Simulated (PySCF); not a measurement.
# ZrCl2: structure of the singlet

Where does singlet ZrCl2 go from a bent start, is the end point a minimum, and what are its modes, charges and moments?

Method: B3LYP, basis Zr def2-TZVP with ECP28, Cl def2-TZVP, scalar-relativistic core potentials, no spin–orbit coupling, density fitting; program: PySCF 2.14.0.

### Step 1. Starting geometry

3 atoms, charge 0, spin multiplicity 1.

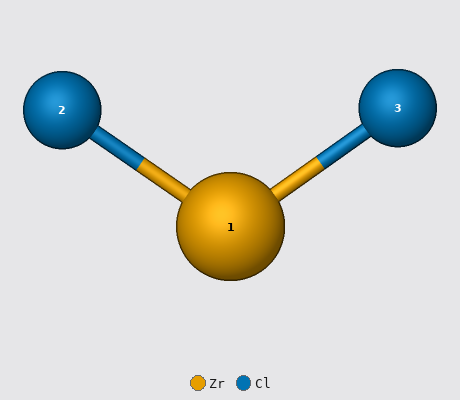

Start geometry, drawn with zirconium amber, chlorine blue; atoms are numbered from 1 in the order of the file.

```xyz
3
charge 0 multiplicity 1
Zr    0.0000    0.0000    0.0000
Cl    2.0725    0.0000    1.4511
Cl   -2.0725    0.0000    1.4511
```

### Step 2. First SCF at the start

The steps below are one call of a driver around PySCF. For each, scf.py gives the equivalent set-up of the SCF; relaxations use the driver's own optimiser. After this first run the driver tries any further starts and a stability analysis.

scf.py

```python
from pyscf import gto, scf, dft
mol = gto.M(atom='''
Zr     0.000000     0.000000     0.000000
Cl     2.072500     0.000000     1.451100
Cl    -2.072500     0.000000     1.451100''',
    basis={'Zr': 'def2-TZVP', 'Cl': 'def2-TZVP'},
    ecp={'Zr': 'def2-TZVP'},
    charge=0, spin=0)
mf = dft.RKS(mol, xc='B3LYP')
mf.grids.atom_grid = (50, 194)
aux = {'Zr': 'def2-universal-JKFIT', 'Cl': 'def2-universal-JKFIT'}
mf = mf.density_fit(auxbasis=aux)
mf.conv_tol = 1e-08
mf.diis_space = 10
mf.max_cycle = 60
mf.init_guess = 'minao'
mf.verbose = 4
mf.kernel()
```

Launch:

```console
OMP_NUM_THREADS=2 python axn.py task.json out
```

Log, shortened:

```text
[... the frontier levels of the middle cycles are left out ...]
init E= -962.144311289464
  HOMO = -0.447865124573355  LUMO = -0.44481538672871  gap/eV = 0.08299
cycle= 1 E= -966.785011492853  delta_E= -4.64  |g|=  1.7  |ddm|= 4.38
  HOMO = 0.0139037299544273  LUMO = 0.0323892216490142  gap/eV = 0.50302
cycle= 2 E= -965.954372651808  delta_E= 0.831  |g|=    2  |ddm|= 7.42
  HOMO = -0.194636534232772  LUMO = -0.17050819496358  gap/eV = 0.65657
cycle= 3 E= -967.506586483664  delta_E= -1.55  |g|= 0.415  |ddm|= 7.22
cycle= 4 E= -967.553536316905  delta_E= -0.0469  |g|= 0.168  |ddm|= 0.465
cycle= 5 E= -967.561962428758  delta_E= -0.00843  |g|= 0.0825  |ddm|= 0.445
cycle= 6 E= -967.564815973016  delta_E= -0.00285  |g|= 0.0529  |ddm|= 0.165
cycle= 7 E= -967.566351890001  delta_E= -0.00154  |g|= 0.0443  |ddm|= 0.121
cycle= 8 E= -967.568815809513  delta_E= -0.00246  |g|= 0.0293  |ddm|= 0.233
cycle= 9 E= -967.569694558503  delta_E= -0.000879  |g|= 0.0306  |ddm|= 0.135
cycle= 10 E= -967.570608193577  delta_E= -0.000914  |g|= 0.00394  |ddm|= 0.254
cycle= 11 E= -967.570621041973  delta_E= -1.28e-05  |g|= 0.00265  |ddm|= 0.0285
cycle= 12 E= -967.570621315528  delta_E= -2.74e-07  |g|= 0.0017  |ddm|= 0.00514
cycle= 13 E= -967.570623272908  delta_E= -1.96e-06  |g|= 0.000514  |ddm|= 0.00654
cycle= 14 E= -967.570623506634  delta_E= -2.34e-07  |g|= 6.19e-05  |ddm|= 0.0031
cycle= 15 E= -967.57062350922  delta_E= -2.59e-09  |g|= 1.7e-05  |ddm|= 0.000246
  HOMO = -0.203984378745059  LUMO = -0.143648126527243  gap/eV = 1.64183
Extra cycle  E= -967.57062350913  delta_E= 8.94e-11  |g|= 2.74e-05  |ddm|= 7.53e-05
converged SCF energy = -967.57062350913
```

This step, with its further starts and checks, ran for 10 s (2 threads of Arm Neoverse V1, shared host).

The starts that the driver tried:

| start | energy (Eh) |
| --- | --- |
| the minimal-basis guess | -967.570624 |
| a thermally smeared density | -967.570624 |
| a smeared PBE density | -967.570624 |

No lower closed-shell solution turned up from the other starts or in the test of internal stability.

### Step 3. Relaxing the singlet from the bent start

The program finds C2v symmetry in the start, which this walk keeps. Threshold on the gradient: 0.0003 Eh/bohr, with a further test on the energy change.

Edit scf.py of step 2 so:

```diff
@@ -3,3 +3,3 @@
-Zr     0.000000     0.000000     0.000000
-Cl     2.072500     0.000000     1.451100
-Cl    -2.072500     0.000000     1.451100''',
+Zr     0.000000     0.000000    -0.634917
+Cl     2.072500     0.000000     0.816183
+Cl    -2.072500     0.000000     0.816183''',
@@ -16 +15,0 @@
-mf.init_guess = 'minao'
```

Steps of the walk:

| step | energy (Eh) | change (kJ/mol) | largest symmetric gradient (Eh/bohr) |
| --- | --- | --- | --- |
| 0 | -967.570624 | 0.00 | 0.05748 |
| 1 | -967.588696 | -47.45 | 0.03224 |
| 2 | -967.593511 | -60.09 | 0.01406 |
| 3 | -967.594886 | -63.70 | 0.00408 |
| 4 | -967.595180 | -64.47 | 0.00322 |
| 5 | -967.595600 | -65.58 | 0.00182 |
| 6 | -967.595627 | -65.65 | 0.00036 |
| 7 | -967.595629 | -65.65 | 0.00002 |

The walk took 16 s.

Positions (Å) and forces (eV/Å) along the way:

```
step 0
Zr   0.000   0.000  -0.635   0.000   0.000   2.956
Cl   2.072   0.000   0.816  -1.744   0.000  -1.478
Cl  -2.072   0.000   0.816   1.744   0.000  -1.478
step 1
Zr   0.000   0.000  -0.527   0.000   0.000   1.658
Cl   2.033   0.000   0.762  -0.996   0.000  -0.829
Cl  -2.033   0.000   0.762   0.996   0.000  -0.829
step 4
Zr   0.000   0.000  -0.382   0.000   0.000   0.166
Cl   2.055   0.000   0.690  -0.010   0.000  -0.083
Cl  -2.055   0.000   0.690   0.010   0.000  -0.083
step 7
Zr   0.000   0.000  -0.280   0.000   0.000   0.001
Cl   2.129   0.000   0.638  -0.001   0.000  -0.001
Cl  -2.129   0.000   0.638   0.001   0.000  -0.001
```

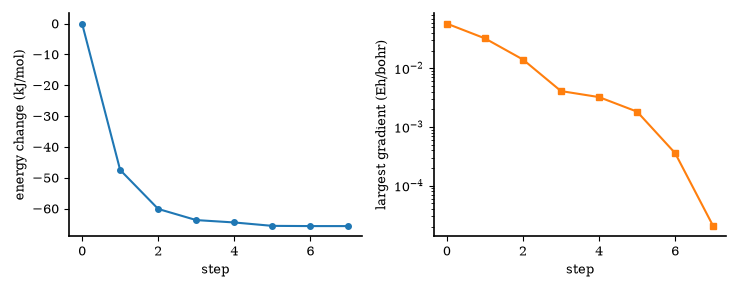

How energy and gradient fall.

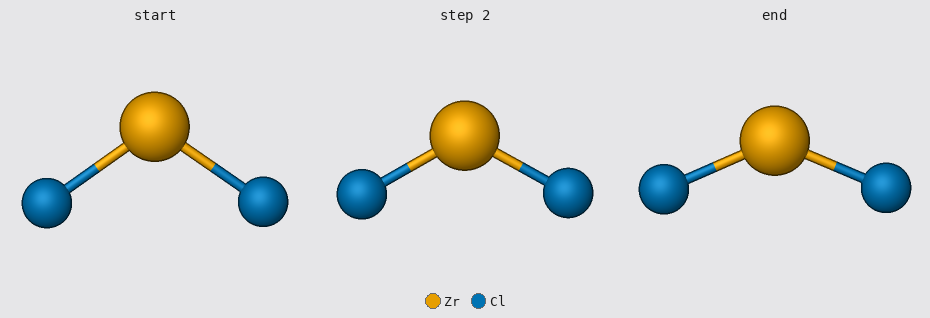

Start and end of the relaxation, with a step between.

End point (C2v, 7 steps, 65.7 kJ/mol gained): Zr–Cl 2.319 Å (×2); Cl–Zr–Cl 133.4°.

### Step 4. Vibrations and properties at this point

On the finer grid the gradient is checked again; gradients at displacements of ±0.02 bohr then give force constants and infrared intensities.

Edit scf.py of step 3 so:

```diff
@@ -3,3 +3,3 @@
-Zr     0.000000     0.000000    -0.634917
-Cl     2.072500     0.000000     0.816183
-Cl    -2.072500     0.000000     0.816183''',
+Zr     0.000000     0.000000    -0.428604
+Cl     2.110295     0.000000     0.529811
+Cl    -2.110295     0.000000     0.529811''',
@@ -10 +10 @@
-mf.grids.atom_grid = (50, 194)
+mf.grids.atom_grid = (75, 302)
@@ -13 +13 @@
-mf.conv_tol = 1e-08
+mf.conv_tol = 1e-10
```

The driver hands on the density of the step before, so the log starts near convergence.

SCF at the final geometry:

```text
init E= -967.595466518637
  HOMO = -0.195964144086184  LUMO = -0.133053212065461  gap/eV = 1.71189
cycle= 1 E= -967.595466518621  delta_E= 1.57e-11  |g|= 8.11e-06  |ddm|= 1.54e-05
  HOMO = -0.195966298449835  LUMO = -0.133056108952589  gap/eV = 1.71187
Extra cycle  E= -967.595466518549  delta_E= 7.28e-11  |g|= 1.71e-05  |ddm|= 2.97e-05
converged SCF energy = -967.595466518549
```

The whole step took 36 s.

Geometry: C2v; Zr–Cl 2.318 Å (×2); Cl–Zr–Cl 131.1°.

Modes, for the most abundant isotopes:

| symmetry | ω (cm⁻¹) | IR (km/mol) | μ (u) |
| --- | --- | --- | --- |
| a1 | 64 | 1.7 | 42.97 |
| a1 | 382 | 16.4 | 38.05 |
| b2 | 418 | 87.9 | 45.99 |

All wavenumbers are real: a minimum.

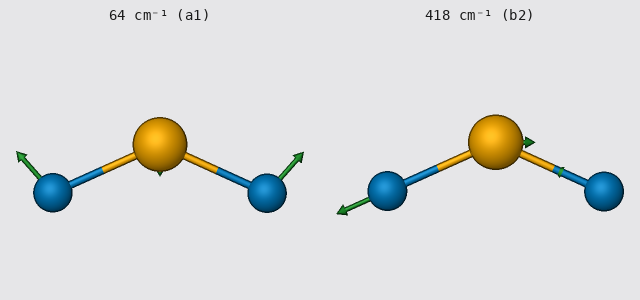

Displacements of 2 of the modes, as arrows (one member where a mode is degenerate).

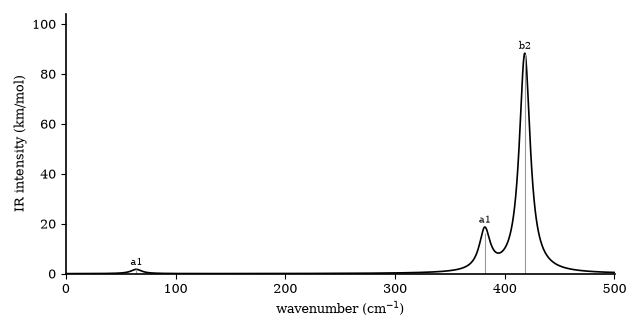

The harmonic infrared spectrum (widths in cm⁻¹). Lines are broadened to a width of 12 cm⁻¹ (Lorentzian).

Constants and moments:

* Dipole moment: 1.40 D
* Highest occupied level: -5.33 eV
* Lowest empty level: -3.62 eV
* Rotational constants: 0.4665, 0.05413, 0.0485 cm⁻¹
* Zero-point energy: 5.2 kJ/mol
* Principal polarisabilities: 94.4, 95.1, 100.2 bohr³
* Atomisation energy without zero-point energy: 899 kJ/mol
* Principal traceless quadrupole moments about the centre of mass: -4.66, 0.54, 4.12 D Å
* Entropy at 298.15 K and 1 bar: 304.2 J/(mol K)
* Heat capacity Cp at 298.15 K: 53.8 J/(mol K)
* Enthalpy at 298.15 K above 0 K: 13.66 kJ/mol
* Rotational symmetry number: 2

Charges (e) and bond orders:

```csv
atom,Mulliken,Löwdin,polar tensor,Mayer order to Zr1
Zr1,0.68,-0.20,0.93,–
"Cl2,3",-0.34,0.10,-0.46,1.20
```

Outer orbital energies (eV). occupied: -22.09, -10.92, -10.31, -9.80, -9.72, -9.55, -9.45, -5.33; empty: -3.62, -3.61, -2.62, -2.50.

Mulliken populations on Zr1 (outside its core potential): s 3.20, p 6.22, d 1.86, f 0.04.

### Step 5. A spin-polarised start

A stability analysis found the closed shell of the lowest minimum unstable towards spin polarisation, so the unrestricted solution is followed.

The program finds C2v symmetry in the start, which may break. Threshold on the gradient: 0.0003 Eh/bohr, with a further test on the energy change.

Edit scf.py of step 4 so:

```diff
@@ -3,3 +3,3 @@
-Zr     0.000000     0.000000    -0.428604
-Cl     2.110295     0.000000     0.529811
-Cl    -2.110295     0.000000     0.529811''',
+Zr     0.000000     0.000000    -0.419346
+Cl     2.110295     0.000000     0.539069
+Cl    -2.110295     0.000000     0.539069''',
@@ -9,2 +9,2 @@
-mf = dft.RKS(mol, xc='B3LYP')
-mf.grids.atom_grid = (75, 302)
+mf = dft.UKS(mol, xc='B3LYP')
+mf.grids.atom_grid = (50, 194)
@@ -13 +13 @@
-mf.conv_tol = 1e-10
+mf.conv_tol = 1e-08
```

The optimiser's trace:

| step | energy (Eh) | change (kJ/mol) | largest gradient (Eh/bohr) |
| --- | --- | --- | --- |
| 0 | -967.610437 | 0.00 | 0.00884 |
| 1 | -967.611009 | -1.50 | 0.00356 |
| 2 | -967.611330 | -2.35 | 0.00337 |
| 3 | -967.611472 | -2.72 | 0.00367 |
| 4 | -967.611616 | -3.10 | 0.00253 |
| 5 | -967.611681 | -3.27 | 0.00087 |
| 6 | -967.611689 | -3.29 | 0.00006 |

The walk took 21 s.

Positions (Å) and forces (eV/Å) along the way:

```
step 0
Zr   0.000   0.000  -0.419   0.000   0.000  -0.238
Cl   2.110   0.000   0.539   0.455   0.000   0.119
Cl  -2.110   0.000   0.539  -0.455   0.000   0.119
step 1
Zr   0.000   0.000  -0.411   0.000   0.000   0.010
Cl   2.137   0.000   0.535   0.183   0.000  -0.005
Cl  -2.137   0.000   0.535  -0.183   0.000  -0.005
step 3
Zr   0.000   0.000  -0.359   0.000   0.000   0.189
Cl   2.195   0.000   0.509  -0.112   0.000  -0.094
Cl  -2.195   0.000   0.509   0.112   0.000  -0.094
step 6
Zr   0.000   0.000  -0.289   0.000   0.000   0.003
Cl   2.227   0.000   0.474  -0.002   0.000  -0.001
Cl  -2.227   0.000   0.474   0.002   0.000  -0.001
```

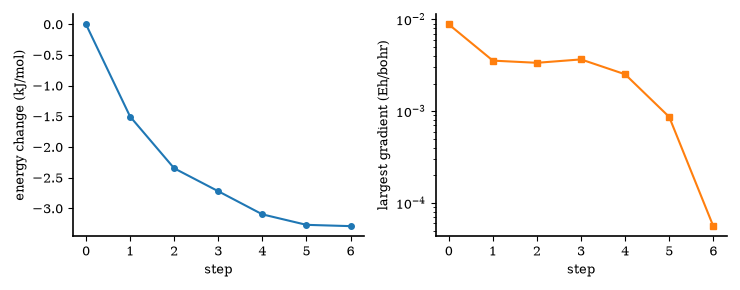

How energy and gradient fall.

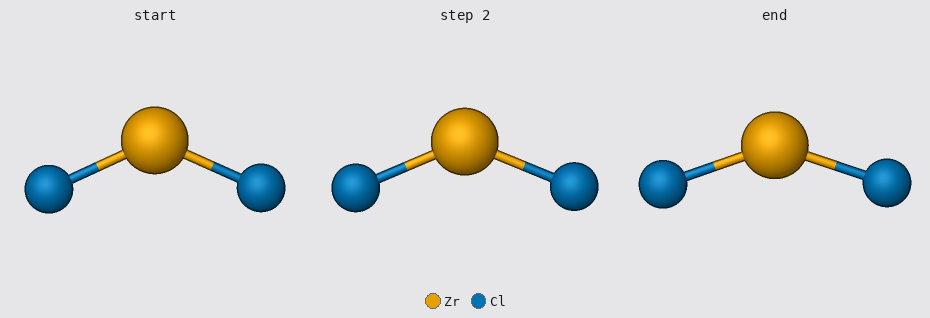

Start and end of the relaxation, with a step between.

It settles in C2v symmetry, 3.3 kJ/mol below the start, after 6 steps: Zr–Cl 2.355 Å (×2); Cl–Zr–Cl 142.2°.

### Step 6. Frequencies

As before: finer grid, then central differences.

Edit scf.py of step 5 so:

```diff
@@ -3,3 +3,3 @@
-Zr     0.000000     0.000000    -0.419346
-Cl     2.110295     0.000000     0.539069
-Cl    -2.110295     0.000000     0.539069''',
+Zr    -0.000000    -0.000000    -0.306430
+Cl     2.243045     0.000000     0.415426
+Cl    -2.243045    -0.000000     0.415426''',
@@ -10 +10 @@
-mf.grids.atom_grid = (50, 194)
+mf.grids.atom_grid = (75, 302)
@@ -13 +13 @@
-mf.conv_tol = 1e-08
+mf.conv_tol = 1e-10
```

SCF at the final geometry:

```text
init E= -967.611490139296
[... the frontier-level lines of each cycle are left out ...]
cycle= 1 E= -967.611490139297  delta_E= -1.59e-12  |g|= 6.65e-07  |ddm|= 4.23e-06
Extra cycle  E= -967.611490139302  delta_E= -4.55e-12  |g|= 7.21e-07  |ddm|= 4.18e-06
converged SCF energy = -967.611490139302  <S^2> = 0.93953805  2S+1 = 2.1813189
```

The whole step ran for 62 s (2 threads of Arm Neoverse V1, shared host).

Geometry: C2v; Zr–Cl 2.356 Å (×2); Cl–Zr–Cl 144.3°.

Harmonic modes (main isotopes):

```tsv
ω (cm⁻¹)	IR (km/mol)	type
51	3.4	bend
352	12.6	stretch
403	132	stretch
```

No imaginary mode, so this is a minimum.

The SCF density has lower symmetry than the nuclear frame, so the modes carry no labels.

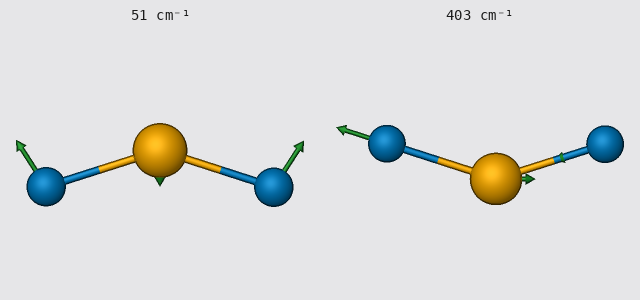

How the atoms move in 2 of the modes.

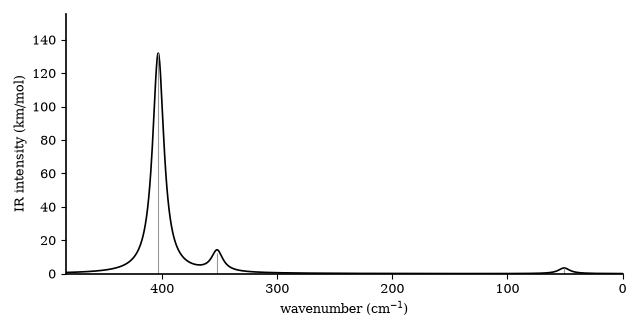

The harmonic infrared spectrum (widths in cm⁻¹). Lines are broadened to a width of 12 cm⁻¹ (Lorentzian).

Constants and moments:

| Item | Value |
| --- | --- |
| Dipole moment | 1.51 D |
| Highest occupied level | -5.65 eV |
| Lowest empty level | -3.01 eV |
| Rotational constants | 0.8224, 0.04791, 0.04527 cm⁻¹ |
| Zero-point energy | 4.8 kJ/mol |
| Principal polarisabilities | 78.2, 79.2, 92.4 bohr³ |
| Atomisation energy without zero-point energy | 942 kJ/mol |
| Principal traceless quadrupole moments about the centre of mass | -10.18, 4.57, 5.61 D Å |
| Entropy at 298.15 K and 1 bar | 305.3 J/(mol K) |
| Heat capacity Cp at 298.15 K | 54.2 J/(mol K) |
| Enthalpy at 298.15 K above 0 K | 13.85 kJ/mol |
| Rotational symmetry number | 2 |
| Spin squared ⟨S²⟩ | 0.940 |

Populations by atom (charges in e):

```tsv
atom	Mulliken	Löwdin	polar tensor	spin (Mulliken)	Mayer order to Zr1
Zr1	0.78	-0.09	1.12	0.00	–
Cl2,3	-0.39	0.04	-0.56	0.00	1.10
```

Mulliken populations on Zr1 (outside its core potential): s 2.82, p 6.22, d 2.14, f 0.04.

### Step 7. All stationary points

| spin | group | bonds | imaginary modes (cm⁻¹) | ΔE (kJ/mol) | with zero-point energy |
| --- | --- | --- | --- | --- | --- |
| broken-symmetry (Ms = 0) | C2v (density of lower symmetry) | Zr–Cl 2.356 Å (×2) | none | 0.0 | 0.0 |
| singlet | C2v | Zr–Cl 2.318 Å (×2) | none | 42.1 | 42.4 |

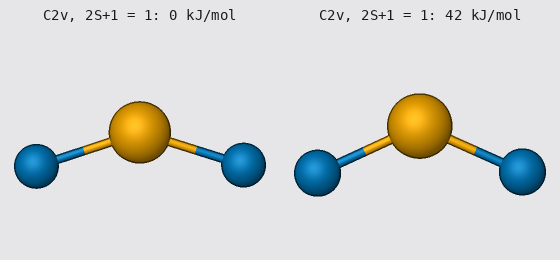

The points, lowest first (zirconium amber, chlorine blue).

### Step 8. Outcome

```
                                          quantity                                value
                                           minimum        broken-symmetry (Ms = 0), C2v
                                          geometry  Zr–Cl 2.356 Å (×2); Cl–Zr–Cl 144.3°
                                wavenumbers (cm⁻¹)                         51, 352, 403
                                     dipole moment                               1.51 D
highest occupied, lowest empty level (either spin)                      -5.65, -3.01 eV
                        polar-tensor charge of Zr1                              +1.12 e
                                 zero-point energy                           4.8 kJ/mol
                               entropy at 298.15 K                      305.3 J/(mol K)
         atomisation energy (no zero-point energy)                           942 kJ/mol
                                              ⟨S²⟩                                0.940
```

What this shows: The molecule stays C2v, as typed, and the end point is a minimum. The determinant is spin-contaminated (⟨S²⟩ = 0.94 against 0.00), so it is no pure spin state. In the infrared the band at 403 cm⁻¹ (stretch) leads. Other starts or spin states, not run here, may lie lower. The SCF density has lower symmetry than the nuclear frame.

The search up to here took 2.6 min.
